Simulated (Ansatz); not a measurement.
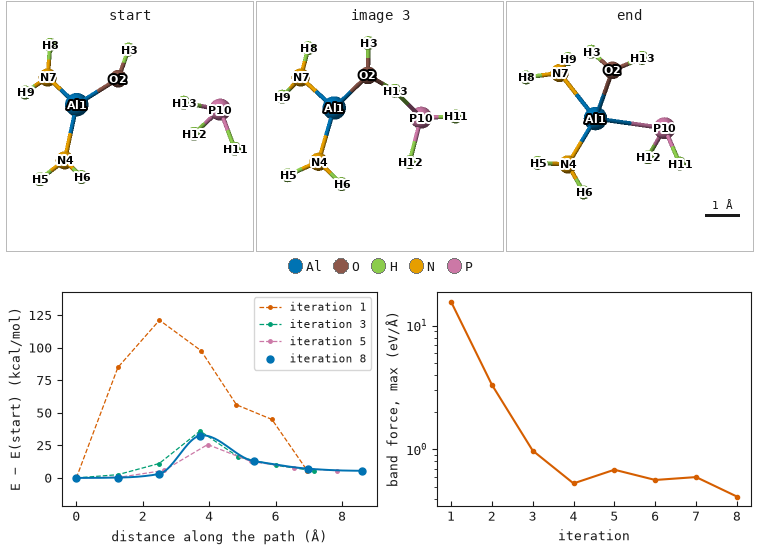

NEB run on AlPN₂H₈O, made up at the start of AlN2H5O and PH₃. Images are numbered from 0 (start) to 6 (end). The plot follows the band through its iterations. Style: ball-and-stick. Shown at a tilt.

These are results of RKS B3LYP/6-31G* (Ansatz 0.2.0), not measurements. Set-up: 5 movable images; climbing image; force threshold 0.5 eV/Å; iteration limit 60; starting path through a guess of the saddle point.

Did the band converge, and can the barrier be trusted?

Answer. The run met only a loose threshold, so the barrier can't be trusted yet. The band converged in 8 iterations. The largest component of the band force went from 16 to 0.42 eV/Å. The climbing image converged on the top of the path. Its curvatures weren't checked. The force threshold is so loose that the height of the top is at best an upper bound. The first iteration put the highest image at 121.2 kcal/mol. The energy climbs by 32.5 kcal/mol to image 3 and then falls by 27.0 kcal/mol, so the end point sits at +5.5 kcal/mol.

Limits of the set-up: the start holds two separate molecules, 2.6 Å apart at their closest, whose relative position is a soft coordinate and is computed without a dispersion correction.
